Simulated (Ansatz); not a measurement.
hcp Tl was calculated with r²SCAN (Ansatz, a first-principles code, PAW).

Run with plane-wave cutoff 560 eV, 18×18×10 k mesh (along the axes of the cell as run), Fermi–Dirac smearing 0.05 eV, scalar-relativistic PAW data made under PBE.

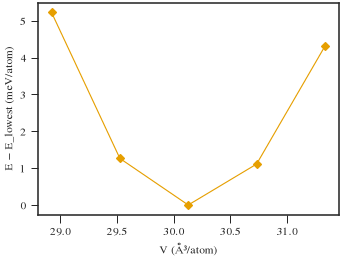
*Total energy against volume*

From the curve, estimate the equilibrium volume and the bulk modulus.

V0 ≈ 30.1 Å³/atom and B0 ≈ 31 GPa; the fit gives V0 = 30.135 Å³/atom, B0 = 31.5 GPa, B′ = 5.4.

Shape and atoms are relaxed at each volume.

Measured, for comparison: bulk modulus 37.4 GPa (copied from a table, unchecked, extrapolated to 0 K and zero-point effects removed; as tabulated in Lejaeghere et al. (2013), arXiv:1204.2733). Computed (rounded) less measured: bulk modulus not scored (unchecked).

Note: the bulk modulus comes from volumes at which shape and atoms were relaxed.

Spin–orbit coupling is not included; it can shift volumes and moduli of such heavy elements.

Static lattice: no zero-point or thermal effects.
